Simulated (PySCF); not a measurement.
**BHSeF2 (SMILES FB(F)[SeH]) at 5 levels**

We compute a comparison of 5 runs (HF/def2-SVP, HF/pcseg-2, wB97X/STO-3G, SVWN5/6-31G*, B3LYP/6-31G*) of BHSeF2. 

The calculation is run with PySCF 2.14.0.

## Step 1: The system as given

BHSeF2: 5 atoms, total charge 0, spin state singlet. SMILES: `FB(F)[SeH]`. Geometry: relaxed at PBE0-D4/def2-TZVP.

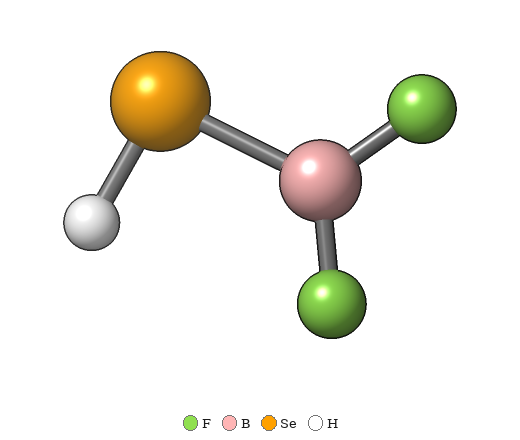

Viewed from a chosen angle; fluorine green, boron pink, selenium orange, hydrogen white.

## Step 2: Energy and gradient at HF/def2-SVP (run 1)

run.py

```python
import pyscf.grad
from pyscf import gto

mol = gto.M(
    atom='''
F      0.971300    -1.477000     0.583800
B      0.105300    -0.542100     0.251300
F     -1.159100    -0.716000     0.574300
Se     0.735700     1.032900    -0.691600
H     -0.603400     1.628400    -0.759200
''',
    verbose=4,
    max_memory=1860,
    charge=0,
    basis='def2-svp',
)

hf = mol.RHF()
hf.conv_tol = 1e-10
hf.kernel()
if not hf.converged:
    hf = hf.newton().run(hf.mo_coeff, hf.mo_occ)

energy = hf.e_tot
print('E = %.10f Eh' % energy)
grad = hf.Gradients().kernel()
hf.analyze()
```

The run is started by

```bash
OMP_NUM_THREADS=1 python run.py
```

Output:

```text
PySCF version 2.14.0

[... 84 lines left out ...]
MO #2   energy= -60.6367828358731  occ= 2
[... 10 lines left out ...]
MO #13  energy= -2.64580285648784  occ= 2
[... 10 lines left out ...]
MO #24  energy= -0.732339160712907 occ= 2
[... 10 lines left out ...]
MO #35  energy= 0.366081764338126  occ= 0
[... 10 lines left out ...]
MO #46  energy= 0.841470988456796  occ= 0
[... 10 lines left out ...]
MO #57  energy= 1.69815699208566   occ= 0
[... 10 lines left out ...]
MO #68  energy= 3.4504199559675    occ= 0
[... 10 lines left out ...]
MO #79  energy= 4.27119856678971   occ= 0
[... 87 lines left out ...]
Dipole moment(X, Y, Z, Debye): -0.47538,  0.97864, -0.42709
```

Wall time 9.9 s (1 thread of Intel Xeon at 2.70GHz, shared host); peak memory 0.16 GiB.

## Step 3: Energy and forces at HF/pcseg-2 (run 2)

run.py

```python
import pyscf.grad
from pyscf import gto

mol = gto.M(
    atom='''
F        0.971300      -1.477000       0.583800
B        0.105300      -0.542100       0.251300
F       -1.159100      -0.716000       0.574300
Se       0.735700       1.032900      -0.691600
H       -0.603400       1.628400      -0.759200
''',
    basis='pcseg-2',
    max_memory=1860,
    verbose=3,
)

hf = mol.RHF()
hf.conv_tol = 1e-10
hf.kernel()
if not hf.converged:
    hf = hf.newton().run(hf.mo_coeff, hf.mo_occ)

e_final = hf.e_tot
print('E = %.10f Eh' % e_final)
grad = hf.Gradients().kernel()
hf.analyze()
```

The run is started by

```bash
OMP_NUM_THREADS=1 python run.py
```

Output:

```text
converged SCF energy = -2624.24509903571
[... 20 lines left out ...]
MO #11  energy= -6.63663285219285  occ= 2
[... 16 lines left out ...]
MO #28  energy= -0.47274062709864  occ= 2
[... 16 lines left out ...]
MO #45  energy= 0.551358290794116  occ= 0
[... 16 lines left out ...]
MO #62  energy= 1.1059870471313    occ= 0
[... 16 lines left out ...]
MO #79  energy= 1.88788465685353   occ= 0
[... 16 lines left out ...]
MO #96  energy= 3.30001137785316   occ= 0
[... 16 lines left out ...]
MO #113 energy= 4.14645695884263   occ= 0
[... 16 lines left out ...]
MO #130 energy= 5.43061709394274   occ= 0
[... 16 lines left out ...]
MO #147 energy= 8.90944862399299   occ= 0
[... 6 lines left out ...]
Dipole moment(X, Y, Z, Debye): -0.38821,  1.02195, -0.46581
```

It took 95 s on 1 thread of Intel Xeon at 2.70GHz, shared host; peak memory 0.59 GiB.

Runs 3 to 4 aren't shown in full; the table further down has their settings and results.

## Step 4: Energy and gradient at B3LYP/6-31G(d) (Cartesian functions) (run 5)

calc.py

```python
import pyscf.grad
from pyscf import gto, dft

mol = gto.Mole()
mol.atom = '''
F      0.971300    -1.477000     0.583800
B      0.105300    -0.542100     0.251300
F     -1.159100    -0.716000     0.574300
Se     0.735700     1.032900    -0.691600
H     -0.603400     1.628400    -0.759200
'''
mol.max_memory = 1860
mol.basis = '6-31g*'
mol.verbose = 4
mol.spin = 0
mol.cart = True
mol.build()

ks = dft.RKS(mol)
ks.xc = 'b3lyp'
ks.conv_tol = 1e-10
ks.grids.level = 5
ks.kernel()
if not ks.converged:
    ks = ks.newton().run(ks.mo_coeff, ks.mo_occ)

e_final = ks.e_tot
print('Final energy', e_final)
grad = ks.Gradients().kernel()
ks.analyze()
```

The run is started by

```bash
OMP_NUM_THREADS=1 python calc.py
```

Output:

```text
PySCF version 2.14.0

[... 75 lines left out ...]
Final energy -2626.5692848644517
[... 25 lines left out ...]
MO #5   energy= -52.1648795448447  occ= 2
[... 10 lines left out ...]
MO #16  energy= -2.11293665360762  occ= 2
[... 10 lines left out ...]
MO #27  energy= -0.401636154155507 occ= 2
[... 10 lines left out ...]
MO #38  energy= 0.335327516629347  occ= 0
[... 10 lines left out ...]
MO #49  energy= 1.08047224663325   occ= 0
[... 10 lines left out ...]
MO #60  energy= 1.66529167206417   occ= 0
[... 10 lines left out ...]
MO #71  energy= 3.02477152837675   occ= 0
[... 10 lines left out ...]
MO #82  energy= 89.6891556014674   occ= 0
[... 90 lines left out ...]
Dipole moment(X, Y, Z, Debye): -0.55625,  0.65817, -0.24391
```

Run time: 26 s. Hardware: 1 thread of Intel Xeon at 2.70GHz, shared host; peak memory 0.8 GiB.

## Step 5: The series

```tsv
run	level	integration grid	Cartesian functions	energy (Eh)	dipole moment (D)	HOMO energy (eV)	LUMO energy (eV)	wall time
1	HF/def2-SVP	–	no	-2623.661046	1.17	-10.43	3.61	9.9 s
2	HF/pcseg-2	–	no	-2624.245099	1.19	-10.49	2.65	95 s
3	wB97X/STO-3G	5	no	-2596.989951	1.43	-7.14	6.30	18 s
4	SVWN5/6-31G* (spherical functions)	5	no	-2621.568688	0.95	-6.57	-0.83	24 s
5	B3LYP/6-31G* (Cartesian functions)	5	yes	-2626.569285	0.90	-7.38	0.09	26 s
```

## Step 6: Results

```
                       quantity           value
            run 5: total energy  -2626.56928 Eh
           run 5: dipole moment          0.90 D
             run 5: HOMO energy        -7.38 eV
             run 5: LUMO energy         0.09 eV
           run 5: HOMO–LUMO gap         7.47 eV
run 5: largest force on an atom      0.377 eV/Å
```

In words: The dipole moment (its size) runs from 0.90 D (B3LYP/6-31G*) to 1.43 D (wB97X/STO-3G). The two ends differ in method and basis. The HOMO–LUMO gap runs from 5.74 eV (SVWN5/6-31G*) to 14.04 eV (HF/def2-SVP). Totals of different functionals can't be ranked against each other. In run 3 the basis is minimal, so the values are rough. All runs together took 2.9 min, the longest 95 s.
